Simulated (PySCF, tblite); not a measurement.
# C₄H₈FNSi₂: geometry, infrared bands and NMR shifts

What infrared bands and NMR shifts should C₄H₈FNSi₂ (`C#C[Si@@H]1C[C@@H](F)[SiH2]N1`) show?

Programs: tblite 0.8.0 and PySCF 2.14.0, with density-fitted response routines of our own. Each step states its level of theory. These are calculated values for one molecule in the gas phase, unless marked as measured. Atoms are numbered from 0 throughout.

### 1 Starting geometry

16 atoms, charge 0, multiplicity 1; geometry from: force field or distance geometry start.

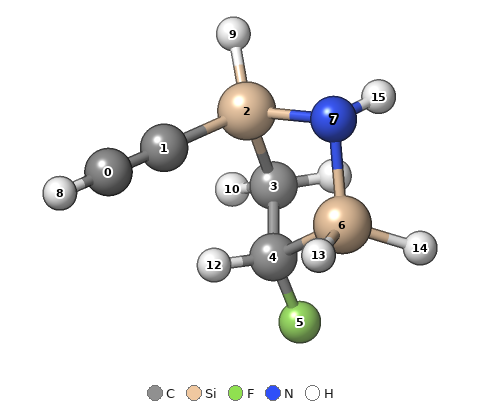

As it starts; carbon grey, silicon light orange, fluorine green, nitrogen blue, hydrogen white, atoms numbered.

### 2 Optimising the geometry with GFN2-xTB

Job settings and geometry (Å):

```
{"job": {"kind": "relax", "xc": "GFN2-xTB", "basis": "xTB"}, "charge": 0, "multiplicity": 1}
C      2.404600    -1.778100     0.485300
C      1.600400    -0.909400     0.783400
Si     0.423000     0.393800     1.230300
C     -1.289700    -0.171400     0.707500
C     -0.963200    -0.627400    -0.697200
F     -2.075100    -0.974600    -1.415400
Si    -0.139200     0.936900    -1.384500
N      0.587200     1.769800     0.058900
H      3.101600    -2.540900     0.228800
H      0.536000     0.784400     2.609700
H     -1.710500    -0.971100     1.339200
H     -1.938900     0.710800     0.610100
H     -0.217800    -1.449100    -0.646300
H      0.967400     0.606700    -2.313800
H     -1.190600     1.741800    -1.982400
H     -0.102600     2.486700     0.374800
```

Started as:

```bash
OMP_NUM_THREADS=1 python probes_run.py task.json out
```

The driver reads the jobs from task.json and runs them one after another.

**Question.** This job is followed by: GFN2-xTB harmonic vibrations, gas phase; GIAO PBE0/pcSseg-1 NMR shielding, non-relativistic, gas phase. What will the session give for the following? strongest single infrared mode (GFN2-xTB); zero-point energy (GFN2-xTB); 13C shifts against TMS (PBE0/pcSseg-1); 1H shifts against TMS (PBE0/pcSseg-1); 29Si shifts against TMS (PBE0/pcSseg-1); 19F shifts against CFCl3 (PBE0/pcSseg-1); 15N shifts against NH3 (PBE0/pcSseg-1).

The runs gave:

```
                                 quantity                                                value
strongest single infrared mode (GFN2-xTB)                                2248 cm⁻¹, 575 km/mol
             zero-point energy (GFN2-xTB)                                        66.6 kcal/mol
   13C shifts against TMS (PBE0/pcSseg-1)                          102.4, 91.2, 90.1, 22.0 ppm
    1H shifts against TMS (PBE0/pcSseg-1)  5.69, 5.23, 5.03, 4.92, 2.00, 1.97, 1.59, -0.13 ppm
  29Si shifts against TMS (PBE0/pcSseg-1)                                     -29.0, -34.5 ppm
 19F shifts against CFCl3 (PBE0/pcSseg-1)                                           -243.0 ppm
   15N shifts against NH3 (PBE0/pcSseg-1)                                             19.7 ppm
```

Over 101 steps the energy fell by 1.067 eV; of the close pairs, Si6–N7 changed most, 1.818 to 1.731 Å. No mode is imaginary among the 42: a minimum at this level. The strongest single mode, at 2248 cm⁻¹, moves mainly H13 and H14. GFN2-xTB is a fitted tight-binding method: band positions and strengths are rough. Its intensities can rank the bands wrongly. The most deshielded hydrogen is H12 (hydrogen on an sp3 CH bonded to F and Si), at 5.69 ppm: its carbon carries F, an electronegative neighbour. At PBE0/pcSseg-1: Shielding is most anisotropic at C1 (span 295 ppm, paramagnetic term -164 ppm).
